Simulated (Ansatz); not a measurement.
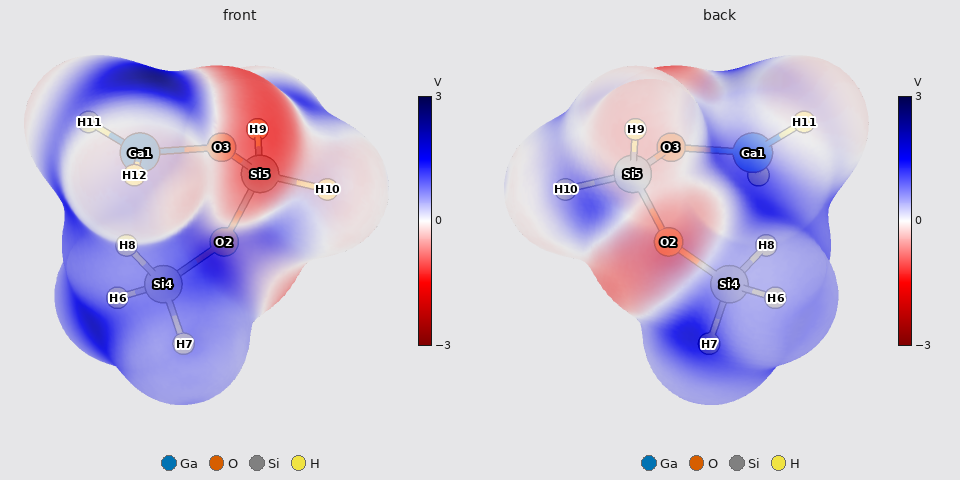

The picture shows: GaH$_{7}$O$_{2}$Si$_{2}$ (SMILES [SiH3]O[SiH2][O][GaH2]). The electrostatic potential painted on the density surface at 0.002 e/bohr³, seen from the front and from behind; the colour scale runs from red (negative) to blue (positive).

Geometry: PBE0-D4/def2-SVP.

Level of theory: isolated molecule in a Gaussian basis; Kohn-Sham density functional theory, functional PBE0 in Ansatz 0.2.0.

```
atom    x (Å)    y (Å)    z (Å)
  Ga   0.6836   2.4137   2.8130
   O  -1.2117   0.6715   0.4230
   O   0.6238   0.6551   2.3695
  Si  -1.9665   2.0865   0.7723
  Si   0.0659  -0.1965   1.0928
   H  -2.0453   2.9713  -0.4199
   H  -3.3056   1.8798   1.3879
   H  -1.1424   2.8487   1.8107
   H   1.0835  -0.3606   0.0163
   H  -0.4604  -1.5189   1.5259
   H   1.5263   3.3137   1.8502
   H   0.1223   2.7253   4.2344
```

**Where is the surface potential most negative and most positive?**

The most negative region (about −1.2 V) lies over O3, the most positive (about +2.3 V) over Ga1. O3 is the likeliest acceptor of a hydrogen bond.

**How polar is the molecule by this calculation?**

Its dipole moment is 1.57 D.
